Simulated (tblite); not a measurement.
**Geometry relaxation, with input and output: C$_{3}$H$_{12}$OSi$_{4}$ (part 3 of 3)**

C$_{3}$H$_{12}$OSi$_{4}$; GFN2-xTB geometry optimisation, gas phase (tblite 0.8.0). It belongs to a series of runs on one base structure; here: H on Si replaced by COCH3.

Geometry of the input (Å):
```
C  3.0351  -0.9476  -0.5269
C  1.6111  -0.4771  -0.7394
O  1.0456  -0.4874  -1.8039
Si 0.6460  0.1569  0.7430
C  -0.7293  -0.9842  1.3091
Si -2.0395  -0.9640  -0.0260
Si -2.3057  1.2271  -0.7727
Si -0.3670  2.1528  0.1232
H  3.0564  -1.7852  0.1778
H  3.4330  -1.2842  -1.4776
H  3.6413  -0.1240  -0.1574
H  1.5587  0.3999  1.9022
H  -0.3613  -1.9967  1.4793
H  -1.1429  -0.6286  2.2468
H  -3.3159  -1.4668  0.5379
H  -1.6421  -1.8596  -1.1248
H  -3.5044  1.8595  -0.1466
H  -2.3715  1.3157  -2.2532
H  -0.6946  2.9525  1.3400
H  0.4419  2.9517  -0.8337
```

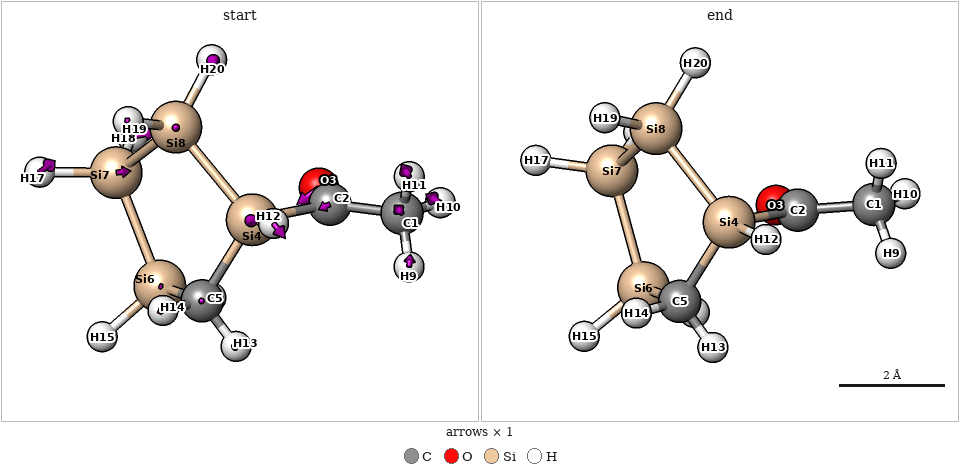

Figure 1. Before (left) and after (right) the relaxation, at one scale (ball-and-stick view, seen at a tilt). The pink arrows give the displacements, at true length. Over 134 geometry steps the energy falls by 34.6 kJ/mol. The largest force component goes from 1.4 to 0.008 eV/Å. The largest move after the best rigid fit is that of H17, 0.58 Å. Largest moves by element: H 0.58 Å, O 0.56 Å, Si 0.34 Å, C 0.31 Å. Among the contacts that change: C5–Si6 1.871 → 1.927 Å, Si4–C5 1.875 → 1.911 Å, C2–Si4 1.879 → 1.914 Å, Si4–H12 1.495 → 1.474 Å. Among the angles that change: Si8–Si4–H12 109.5° → 129.9°, C2–Si4–C5 114.2° → 100.7°, C2–Si4–Si8 107.7° → 99.6°. (Atoms are counted from 1 in the order of the input.)

### Summary

- outcome: converged
- total energy: −638.1494 eV
- wall time: 1.5 s
- peak memory: 0.18 GiB
